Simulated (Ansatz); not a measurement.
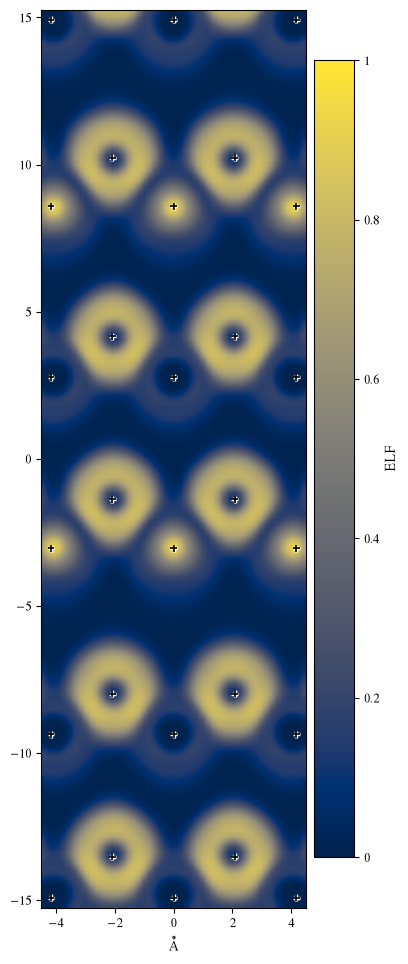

The electron localisation function on a plane through atoms (crosses mark nuclei in the plane).

Level of theory: DFT PBE, scalar-relativistic, plane waves, PAW in Ansatz.

Candidates:
A. La2Hf2O, a = 3.49 Å, b = 3.49 Å, c = 11.38 Å, α = 90.00°, β = 90.00°, γ = 120.00°. Space group P-3m1; a structure generated by program, which may or may not match a known phase.
B. Ti2Al3N5, a = 2.91 Å, b = 2.91 Å, c = 36.51 Å, α = 90.00°, β = 90.00°, γ = 120.00°. Space group R-3m; a structure generated by program, which may or may not match a known phase; computed without spin polarisation.
C. Zn3Cd2Se5, a = 4.16 Å, b = 4.16 Å, c = 29.84 Å, α = 90.00°, β = 90.00°, γ = 90.00°. Space group I-4m2; a structure generated by program, which may or may not match a known phase.

Q: Which system is this?

A: Candidate C: Zn3Cd2Se5 on the (100) plane of the conventional cell, which holds Zn, Cd and Se. Zn–Se (2.50 Å): the ELF is about 0.60 at the midpoint. Cd–Se (2.66 Å): the ELF is about 0.40 at the midpoint.
